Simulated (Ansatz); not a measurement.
**C4H2F8: small, medium and large basis sets**

Aim: see how fast density functionals converge with the basis set for C4H2F8.

Program: Ansatz 0.2.0, Gaussian basis. Level of theory: one geometry, several basis sets. These are calculated values, not measurements.

Plan: PBE0-D4/def2-SVP; ωB97M-V/def2-SVP; PBE0-D4/def2-QZVPP; ωB97M-V/def2-QZVPP; the functionals' def2-TZVPP values are taken from earlier runs.

## Step 1: Structure used throughout

An earlier PBE0-D4 in a triple-zeta def2 set relaxation fixed the geometry.

14 atoms, charge 0, spin multiplicity 1.

Atoms are counted from 1 here; the program's logs count them from 0.

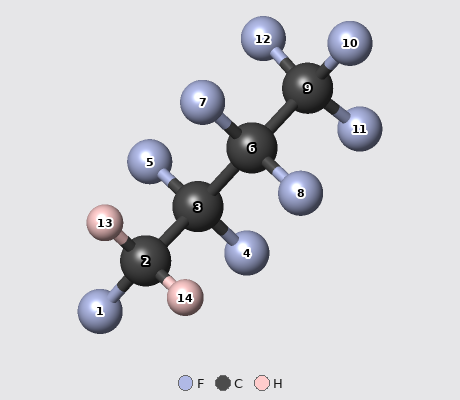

The structure; fluorine light blue, carbon dark grey, hydrogen pink; atoms are numbered from 1 in the order of the file.

## Step 2: PBE0-D4 in def2-SVP

The input, in.yaml:

```yaml
crystal:
  periodic: [false, false, false]
  atoms:
    - {symbol: F, position_ang: [-1.597944, 0.946067, 2.414751]}
    - {symbol: C, position_ang: [-0.407297, 0.757865, 1.774452]}
    - {symbol: C, position_ang: [-0.683088, 0.129736, 0.418068]}
    - {symbol: F, position_ang: [-1.326097, -1.041971, 0.575731]}
    - {symbol: F, position_ang: [-1.471012, 0.940033, -0.313129]}
    - {symbol: C, position_ang: [0.628594, -0.124657, -0.361781]}
    - {symbol: F, position_ang: [1.270901, 1.048194, -0.502378]}
    - {symbol: F, position_ang: [1.400231, -0.948538, 0.368172]}
    - {symbol: C, position_ang: [0.484984, -0.749305, -1.774678]}
    - {symbol: F, position_ang: [1.698744, -0.909774, -2.289927]}
    - {symbol: F, position_ang: [-0.107805, -1.931777, -1.710127]}
    - {symbol: F, position_ang: [-0.212410, 0.044409, -2.572991]}
    - {symbol: H, position_ang: [0.087736, 1.721276, 1.636923]}
    - {symbol: H, position_ang: [0.221664, 0.089142, 2.365712]}
basis:
  gaussian: {orbitals: def2-SVP}
hamiltonian: {xc: pbe0, dispersion: d4}
output: {orbitals: {seedname: orbitals}}
```

On the command line:

```
ansatz run in.yaml --threads 4 --pin off --events-out ev --progress --plain --max-ram 46080MiB --backend cpu
```

Output:

```text
Functional definition: PBE0
  name "PBE0"
  cite "Adamo & Barone, J. Chem. Phys. 110, 6158 (1999) doi:10.1063/1.478522"
  cite "Perdew, Burke & Ernzerhof, Phys. Rev. Lett. 77, 3865 (1996) doi:10.1103/PhysRevLett.77.3865"
  parent pbe
  parameter a = 0.25
  parameter kappa = 0.804
  parameter beta = 0.06672455060314922
  exchange = (1 - a)*pbe_x(kappa = kappa, mu = beta*pi^2/3) + a*exact_x
  correlation = pbe_c(beta = beta)
1717 factors; integrals over basis functions are off by at most 1.1e-3 eV
mean field evaluation 1: about -25865.5983 eV, gradient 5.3e1 eV
mean field evaluation 2: about -25862.5650 eV, gradient 7.0e1 eV
mean field evaluation 4: about -25869.7677 eV, gradient 1.9e0 eV
mean field evaluation 8: about -25870.2844 eV, gradient 3.0e-1 eV
mean field evaluation 16: about -25870.2846 eV, gradient 2.3e-4 eV
mean field -25870.28458571 eV, -950.7154230160 hartree, gradient 1.7e-5 eV, S^2 0.000000; 0 other end points of the search recorded, 0 dependent functions left out
reference -25870.28460145 eV, -950.7154235947 hartree; 49, 49 occupied and 129, 129 virtual orbitals, 1717 factors
Total energy: -25870.57814545 eV, -950.7262111375 hartree
```

It took 3 s on 4 threads of AMD EPYC 7R13, shared host; peak memory 0.66 GiB.

## Step 3: ωB97M-V in def2-SVP

in.yaml: that of step 2 with these lines changed.

```diff
@@ -19,3 +19,3 @@
   gaussian: {orbitals: def2-SVP}
-hamiltonian: {xc: pbe0, dispersion: d4}
+hamiltonian: {xc: {name: wB97M-V}}
 output: {orbitals: {seedname: orbitals}}
```

The command is unchanged.

Output, shortened:

```text
Functional definition: wB97M-V
  name "wB97M-V"
  cite "Mardirossian & Head-Gordon, J. Chem. Phys. 144, 214110 (2016) doi:10.1063/1.4952647"
  cite "Becke, J. Chem. Phys. 107, 8554 (1997) doi:10.1063/1.475007"
  cite "Vydrov & Van Voorhis, J. Chem. Phys. 133, 244103 (2010) doi:10.1063/1.3521275"
  # Of w^i u^j: cxij and so on, Table III.
[...]
  gx(w, u) = 1 - cx + cx01*u + cx10*w
  gss(w, u) = css00 + css04*u^4 + css10*w + css20*w^2 + css43*w^4*u^3
  gos(w, u) = cos00 + cos10*w + (cos20 + cos21*u)*w^2 + (cos60 + cos61*u)*w^6
[...]
      + integral(e_c_pw_mod_opposite_spin*gos(b97_w_opposite, b97_u_opposite)) + vv10(b, c)
1717 factors; integrals over basis functions are off by at most 1.1e-3 eV
336 factors; integrals over basis functions are off by at most 3.5e-6 eV
[...]
mean field -25888.88870648 eV, -951.3991118443 hartree, gradient 5.2e-5 eV, S^2 0.000000; 0 other end points of the search recorded, 0 dependent functions left out
reference -25888.88873294 eV, -951.3991128166 hartree; 49, 49 occupied and 129, 129 virtual orbitals, 1717 factors
Total energy: -25888.88873294 eV, -951.3991128166 hartree
```

Wall time 9.5 s (4 threads of AMD EPYC 7R13, shared host); peak memory 0.88 GiB.

## Step 4: PBE0-D4 in def2-QZVPP

in.yaml: that of step 3 with these lines changed.

```diff
@@ -18,4 +18,4 @@
 basis:
-  gaussian: {orbitals: def2-SVP}
-hamiltonian: {xc: {name: wB97M-V}}
+  gaussian: {orbitals: "def2-QZVPP.json"}
+hamiltonian: {xc: pbe0, dispersion: d4}
 output: {orbitals: {seedname: orbitals}}
```

On the command line:

```
ansatz run in.yaml --threads 4 --pin off --events-out ev --progress --plain --max-ram 46080MiB --backend cuda --devices 0, --max-vram 37GiB
```

Output:

```text
Functional definition: PBE0
  name "PBE0"
  cite "Adamo & Barone, J. Chem. Phys. 110, 6158 (1999) doi:10.1063/1.478522"
  cite "Perdew, Burke & Ernzerhof, Phys. Rev. Lett. 77, 3865 (1996) doi:10.1103/PhysRevLett.77.3865"
  parent pbe
  parameter a = 0.25
  parameter kappa = 0.804
  parameter beta = 0.06672455060314922
  exchange = (1 - a)*pbe_x(kappa = kappa, mu = beta*pi^2/3) + a*exact_x
  correlation = pbe_c(beta = beta)
2296 factors; their error is unknown
mean field evaluation 1: about -25898.1642 eV, gradient 5.7e1 eV
mean field evaluation 2: about -25896.2798 eV, gradient 7.0e1 eV
mean field evaluation 4: about -25902.5404 eV, gradient 2.4e0 eV
mean field evaluation 8: about -25902.5538 eV, gradient 4.5e-2 eV
mean field evaluation 16: about -25902.5590 eV, gradient 1.2e-4 eV
mean field -25902.55902270 eV, -951.9014866993 hartree, gradient 2.0e-5 eV, S^2 0.000000; 0 other end points of the search recorded, 0 dependent functions left out
reference -25902.55905375 eV, -951.9014878402 hartree; 49, 49 occupied and 695, 695 virtual orbitals, 2296 factors
Total energy: -25902.85259774 eV, -951.9122753830 hartree
```

It took 3.3 s on 1 × H100 (card shared with other runs) with 4 threads of AMD EPYC 7R13, shared host; peak host memory 1.3 GiB.

## Step 5: ωB97M-V in def2-QZVPP

in.yaml: that of step 4 with these lines changed.

```diff
@@ -19,3 +19,3 @@
   gaussian: {orbitals: "def2-QZVPP.json"}
-hamiltonian: {xc: pbe0, dispersion: d4}
+hamiltonian: {xc: {name: wB97M-V}}
 output: {orbitals: {seedname: orbitals}}
```

Launched as before.

Output, shortened:

```text
Functional definition: wB97M-V
  name "wB97M-V"
  cite "Mardirossian & Head-Gordon, J. Chem. Phys. 144, 214110 (2016) doi:10.1063/1.4952647"
  cite "Becke, J. Chem. Phys. 107, 8554 (1997) doi:10.1063/1.475007"
  cite "Vydrov & Van Voorhis, J. Chem. Phys. 133, 244103 (2010) doi:10.1063/1.3521275"
  # Of w^i u^j: cxij and so on, Table III.
[...]
  gx(w, u) = 1 - cx + cx01*u + cx10*w
  gss(w, u) = css00 + css04*u^4 + css10*w + css20*w^2 + css43*w^4*u^3
  gos(w, u) = cos00 + cos10*w + (cos20 + cos21*u)*w^2 + (cos60 + cos61*u)*w^6
[...]
      + integral(e_c_pw_mod_opposite_spin*gos(b97_w_opposite, b97_u_opposite)) + vv10(b, c)
2296 factors; their error is unknown
424 factors; integrals over basis functions are off by at most 4.1e-6 eV
[...]
mean field -25921.71485042 eV, -952.6054503837 hartree, gradient 3.8e-5 eV, S^2 0.000000; 0 other end points of the search recorded, 0 dependent functions left out
reference -25921.71490101 eV, -952.6054522427 hartree; 49, 49 occupied and 695, 695 virtual orbitals, 2296 factors
Total energy: -25921.71490101 eV, -952.6054522427 hartree
```

Wall time 5.5 s (1 × H100 (card shared with other runs) with 4 threads of AMD EPYC 7R13, shared host); peak host memory 1.4 GiB.

## Step 6: Functionals by basis

The def2-TZVPP values come from earlier runs at the same geometry.

```csv
functional,basis,functions,energy (eV),from the largest (eV),HOMO (eV),LUMO (eV)
PBE0-D4,def2-SVP,178,-25870.5781,32.274,-9.86,1.02
PBE0-D4,def2-TZVPP,400,-25901.5756,1.277,-10.00,0.56
PBE0-D4,def2-QZVPP,744,-25902.8526,0.000,-10.04,0.37
ωB97M-V,def2-SVP,178,-25888.8887,32.826,-12.21,3.26
ωB97M-V,def2-TZVPP,400,-25920.5183,1.197,-12.38,2.58
ωB97M-V,def2-QZVPP,744,-25921.7149,0.000,-12.42,1.87
```

## Step 7: Outcome

```
                                       quantity           value
PBE0-D4: double and triple zeta above quadruple  32.27, 1.28 eV
ωB97M-V: double and triple zeta above quadruple  32.83, 1.20 eV
```

**Reading.** For PBE0-D4 the step from double to triple zeta gains 31.00 eV and the next only 1.28 eV. These are total energies; as a rule much of such shifts cancels in differences, which this series doesn't test. The LUMO of ωB97M-V is positive and keeps falling with the basis (3.26 to 1.87 eV): an unbound level that the basis holds in place.
